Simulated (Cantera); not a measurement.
Input: 1 mol CH₃SiCl₃, 110 mol H₂, held at 1827 °C.

These are equilibrium values from Cantera (NASA tables, ideal gas, pure condensed phases), not measurements of a reactor. Candidate condensed phases: C, C₆H₆, C₇H₈, C₈H₁₈, Si, SiC; 109 gas species. The feed counts by its element totals alone. The tables' values for SiCl are old estimates; treat these amounts as uncertain. Gases not in the tables: Si₂H₆ and higher silanes. The numbers say what is thermodynamically allowed, not how fast it happens.

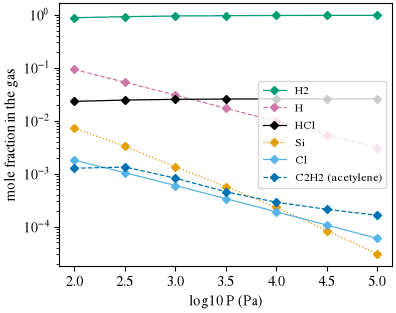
Equilibrium gas composition (values under 1e-9 drawn at 1e-9)

At 0.750 Torr the condensed part is C(graphite). At 2.40 Torr the condensed part is C(graphite) + SiC(s). From 7.50 Torr to 750 Torr the condensed part is SiC(s). The main Si-bearing gas is Si at 0.750 Torr and SiCl₂ at 750 Torr. The share of Si in condensed phases is highest at 750 Torr (95.0 %) and lowest at 0.750 Torr (0.0 %).
